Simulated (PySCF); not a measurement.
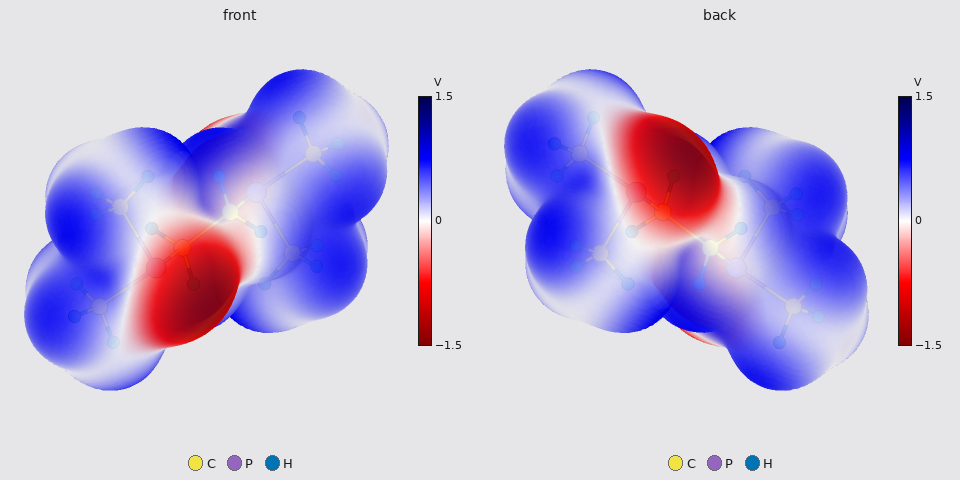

Figure. C₆H₁₆P₂ (SMILES CP(C)CCP(C)C). The molecular electrostatic potential painted on the density surface at 0.002 e/bohr³, seen from the front and from behind; the colour scale runs from red (negative) to blue (positive).

Geometry: GFN2-xTB.

These are results of PBE0/pcSseg-1, SCF density, gas phase, non-relativistic in PySCF 2.14.0, not measurements.

```
atom    x (Å)    y (Å)    z (Å)
   C  -3.3082  -1.0238  -0.4060
   P  -2.0662  -0.4037   0.8203
   C  -2.5864   1.3743   0.8138
   C  -0.6163  -0.2804  -0.3481
   C   0.6151   0.2843   0.3466
   P   2.0660   0.4042  -0.8208
   C   3.3075   1.0254   0.4054
   C   2.5853  -1.3741  -0.8107
   H  -3.0706  -2.0525  -0.6691
   H  -3.3157  -0.4102  -1.3062
   H  -4.2945  -1.0062   0.0543
   H  -1.8808   1.9649   1.3941
   H  -2.6416   1.7654  -0.2017
   H  -3.5635   1.4510   1.2878
   H  -0.4100  -1.2936  -0.7052
   H  -0.8822   0.3359  -1.2127
   H   0.8794  -0.3318   1.2120
   H   0.4094   1.2980   0.7028
   H   3.0721   2.0554   0.6653
   H   4.2943   1.0047  -0.0534
   H   3.3134   0.4142   1.3072
   H   1.8774  -1.9665  -1.3865
   H   2.6436  -1.7621   0.2058
   H   3.5608  -1.4529  -1.2873
```

Q: Where is the surface potential most negative and most positive?

A: The most negative region (about −1.4 V) lies over P2 and P6, the most positive (about +0.8 V) over the H atoms.

Q: How polar is the molecule by this calculation?

A: Its dipole moment is zero.
